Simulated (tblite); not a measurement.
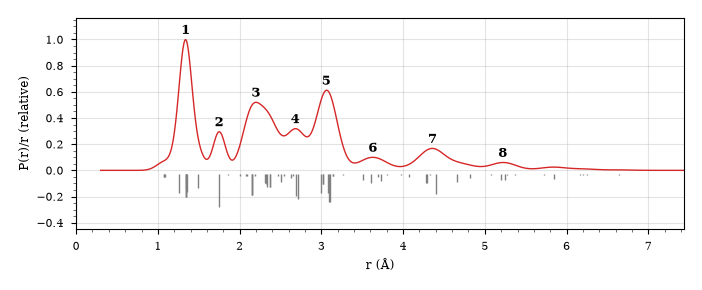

Simulated gas electron diffraction: radial distribution curve of C₄H₃ClF₃N. Each pair of atoms contributes with weight ZᵢZⱼ/r (bars below the curve); damping constant 0.0015 Å²; vibrational amplitudes assumed, not computed: 0.05 Å for bonds, 0.078 Å for bonds to H, 0.06 + 0.015 r up to 0.15 Å for other pairs. The geometry is the end point of an optimisation (GFN2-xTB geometry optimisation, gas phase (tblite)); it may be a saddle point or a higher isomer. SMILES: C=N/C(Cl)=C/C(F)(F)F.

### Assign the numbered peaks of the radial distribution curve (– bonded, ··· not bonded).

Peak 1, 1.34 Å: N–C 1.26–1.36 Å (×2), C–C 1.34–1.49 Å (×2), F–C 1.34 Å (×3), not resolved
Peak 2, 1.75 Å: Cl–C 1.75 Å
Peak 3, 2.20 Å: F···F 2.15 Å (×3), N···C 2.33 Å, F···C 2.34–2.37 Å (×3), not resolved
Peak 4, 2.68 Å: Cl···C 2.69 Å, Cl···N 2.71 Å
Peak 5, 3.06 Å: Cl···C 3.00–3.08 Å (×2), F···C 3.02 Å (×2), Cl···F 3.09–3.10 Å (×2), not resolved
Peak 6, 3.63 Å: C···C 3.50 Å, F···C 3.61 Å, Cl···H 3.69 Å, N···C 3.73 Å, not resolved
Peak 7, 4.36 Å: F···N 4.28–4.65 Å (×3), Cl···F 4.41 Å, not resolved
Peak 8, 5.22 Å: F···C 5.20–5.25 Å (×2), F···H 5.27–5.37 Å (×2), not resolved
